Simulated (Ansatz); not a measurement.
# A computed series for W2C: pressure series

Take W2C (space group P-31m, No. 162; a = 5.2006 Å, c = 4.7375 Å; a cell from a computed database, its experimental status unchecked) as the base.

Cell and atoms are relaxed at each pressure.

Method: PBEsol (Ansatz, a program for electronic structure), no SOC.

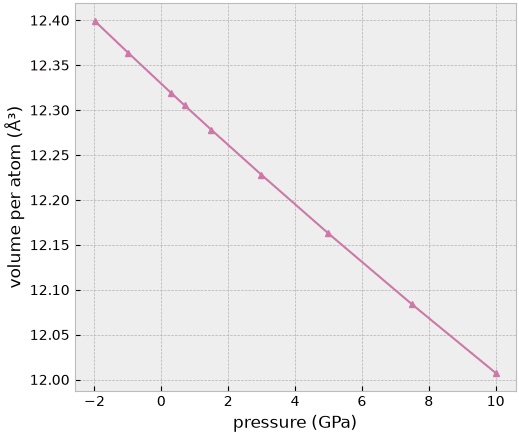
Figure: Volume against pressure

Problem. Estimate the zero-pressure bulk modulus from the plot.

Solution. About 360 GPa; a third-order Birch–Murnaghan fit to the points gives V₀ = 12.33 Å³/atom, B₀ = 357 GPa and B₀′ = 4.4.

Load acts through the strain it causes; cell and atoms are relaxed under it. Stability against distortions was not tested. Competing high-pressure phases were not computed. All final runs are without spin polarisation.
